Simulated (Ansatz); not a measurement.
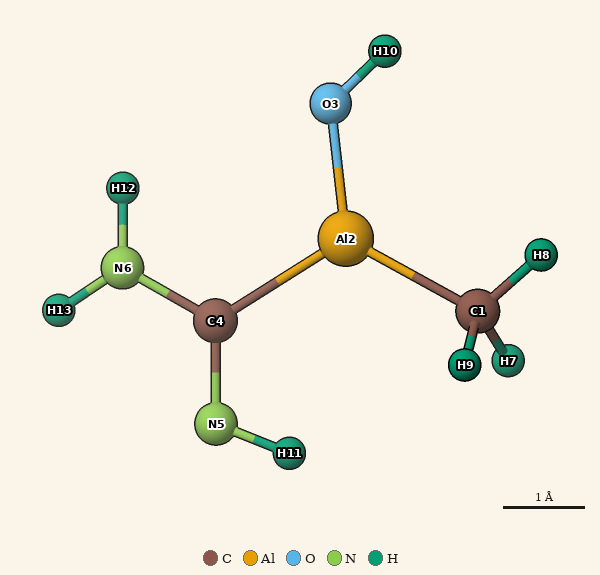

Figure 1. The structure (ball-and-stick view, seen at a tilt; atoms are numbered from 1 in the order of the input). Sticks mark near contacts.

**Two runs on C2H7AlN2O**

System: C2H7AlN2O, SMILES [CH3][Al]([OH])[C](=N)N.
Method of the first run: RKS PBE0-D4/def2-TZVPP (Ansatz 0.2.0).

The geometry comes from this level: PBE0-D4/def2-TZVP. Text and figures count atoms from 1; the logs count them from 0 in places.

## Input, the first run
```yaml
crystal:
  periodic: [false, false, false]
  atoms:
    - {symbol: C, position_ang: [0.025475, -2.161637, 0.234873]}
    - {symbol: Al, position_ang: [0.550930, -0.337243, -0.187342]}
    - {symbol: O, position_ang: [2.019521, 0.116630, -0.913608]}
    - {symbol: C, position_ang: [-0.656204, 1.176313, 0.181537]}
    - {symbol: N, position_ang: [-1.840472, 0.988160, 0.647996]}
    - {symbol: N, position_ang: [-0.228903, 2.448588, -0.043517]}
    - {symbol: H, position_ang: [-0.846875, -2.465731, -0.352492]}
    - {symbol: H, position_ang: [0.823279, -2.881000, 0.034888]}
    - {symbol: H, position_ang: [-0.254291, -2.259878, 1.288287]}
    - {symbol: H, position_ang: [2.722495, -0.477080, -1.169859]}
    - {symbol: H, position_ang: [-2.022627, -0.000076, 0.798238]}
    - {symbol: H, position_ang: [0.619265, 2.614037, -0.551981]}
    - {symbol: H, position_ang: [-0.891292, 3.204217, 0.047681]}
basis:
  gaussian: {orbitals: def2-TZVPP}
hamiltonian: {xc: pbe0, dispersion: d4}
output: {orbitals: {seedname: orbitals}}
```

Hardware: 4 threads of Arm Neoverse V2, 23 GiB of memory available, shared host.

## Output (the first run)
```
Functional definition: PBE0
  parameter a = 0.25
  parameter kappa = 0.804
  parameter beta = 0.06672455060314922
  exchange = (1 - a)*pbe_x(kappa = kappa, mu = beta*pi^2/3) + a*exact_x
  correlation = pbe_c(beta = beta)
1534 factors; their error is unknown
mean field evaluation 1: about -13787.9029 eV, gradient 9.6e1 eV
mean field evaluation 2: about -13766.4765 eV, gradient 1.4e2 eV
mean field evaluation 4: about -13805.5058 eV, gradient 9.3e0 eV
mean field evaluation 8: about -13805.6772 eV, gradient 2.7e-1 eV
mean field evaluation 16: about -13805.6998 eV, gradient 2.6e-4 eV
mean field -13805.69977578 eV, -507.3501089204 hartree, gradient 4.1e-5 eV, S^2 0.000000; 0 other end points of the search recorded, 0 dependent functions left out
reference -13805.69981058 eV, -507.3501101996 hartree; 27, 27 occupied and 268, 268 virtual orbitals, 1534 factors
Total energy: -13805.91718512 eV, -507.3580985663 hartree
```

For the second run the input was changed thus:
```diff
-  gaussian: {orbitals: def2-TZVPP}
+  gaussian: {orbitals: "def2-QZVPP.json"}
```

How does the second run compare with the first run?

The total energy of the second run is 14.7 kcal/mol lower, which measures the change of basis and not a stability. The HOMO goes from −6.57 to −6.64 eV. The LUMO goes from −0.74 to −0.81 eV. The basis functions go from 295 to 565. On the same kind of shared host the second run took about 2.9 times as long.

## Output (the second run)
```
Functional definition: PBE0
  parameter a = 0.25
  parameter kappa = 0.804
  parameter beta = 0.06672455060314922
  exchange = (1 - a)*pbe_x(kappa = kappa, mu = beta*pi^2/3) + a*exact_x
  correlation = pbe_c(beta = beta)
1717 factors; their error is unknown
mean field evaluation 1: about -13787.2360 eV, gradient 1.0e2 eV
mean field evaluation 2: about -13763.0768 eV, gradient 1.4e2 eV
mean field evaluation 4: about -13806.1147 eV, gradient 1.0e1 eV
mean field evaluation 8: about -13806.3305 eV, gradient 3.5e-1 eV
mean field evaluation 16: about -13806.3389 eV, gradient 2.9e-4 eV
mean field -13806.33889450 eV, -507.3735961001 hartree, gradient 3.3e-5 eV, S^2 0.000000; 0 other end points of the search recorded, 0 dependent functions left out
reference -13806.33893854 eV, -507.3735977185 hartree; 27, 27 occupied and 538, 538 virtual orbitals, 1717 factors
Total energy: -13806.55631307 eV, -507.3815860852 hartree
```

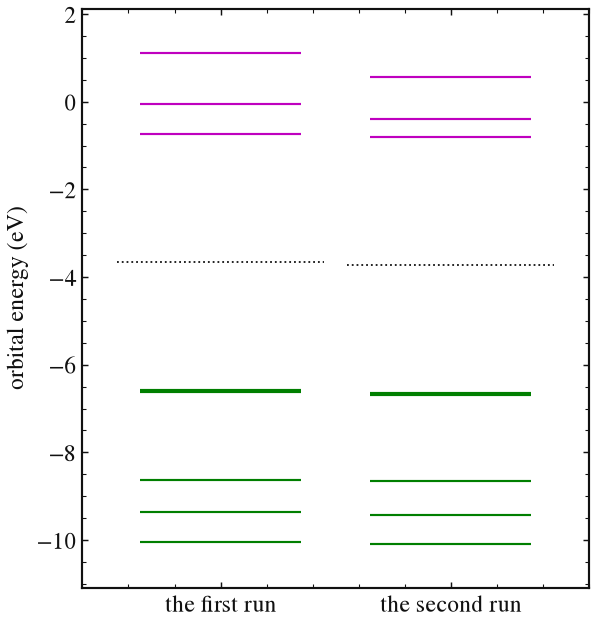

Figure 2. The five highest filled and three lowest empty orbital energies of the two runs; the dotted lines part filled from empty levels. The HOMO–LUMO gap is 5.83 eV in the first run and 5.83 eV in the second run.

## The two runs side by side

| quantity | the first run | the second run |
| --- | --- | --- |
| outcome | converged | converged |
| total energy (hartree) | −507.358099 | −507.381586 |
| HOMO (eV) | −6.57 | −6.64 |
| LUMO (eV) | −0.74 | −0.81 |
| basis functions | 295 | 565 |
| wall time (shared host) | 4.2 s | 12 s |
